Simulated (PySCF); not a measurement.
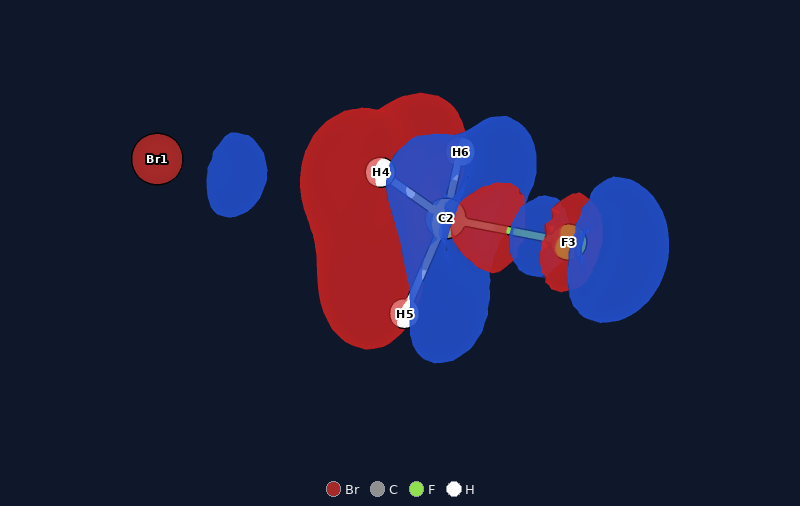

Figure 1: CH3BrF, charge −1, SMILES `[Br-].CF`. Density of the complex less the densities of the two fragments at the same geometry, ±0.008 e/Å³ (blue: gain, red: loss). Fragment A: Br(−1) (atom 1); fragment B: H3CF.

Method: BP86/def2-SVPD; geometry: GFN2-xTB; program: PySCF. GFN2-xTB bond lengths at metals and heavier atoms can be off by up to 0.1 Å and shapes distorted, which carries into these values.

Geometry (Å), atoms numbered from 1:

```
Br1     -1.3159    0.0007    0.0000
C2       1.9256   -0.0078    0.0000
F3       3.3069    0.0065   -0.0000
H4       1.5730    0.6996    0.7458
H5       1.5916   -1.0131    0.2429
H6       1.5771    0.2787   -0.9886
```

> Which way does charge flow?

Hirshfeld charges show 0.007 e passing from A to B. By Hirshfeld charges, electrons gather most on F3 (−0.046 e) and leave C2 most (+0.011 e); 0.13 e is displaced in all.

> What is the interaction energy, and which contacts carry it?

The counterpoise-corrected interaction energy of the frozen fragments is −5.6 kcal/mol without dispersion correction and −7.1 kcal/mol with D3(BJ). The pair geometry is semi-empirical, not a minimum at this level. Contacts: Br1···C2, 3.24 Å, ρ = 0.010 a.u. The pose is a local one from a semi-empirical search, not shown to be the most stable.
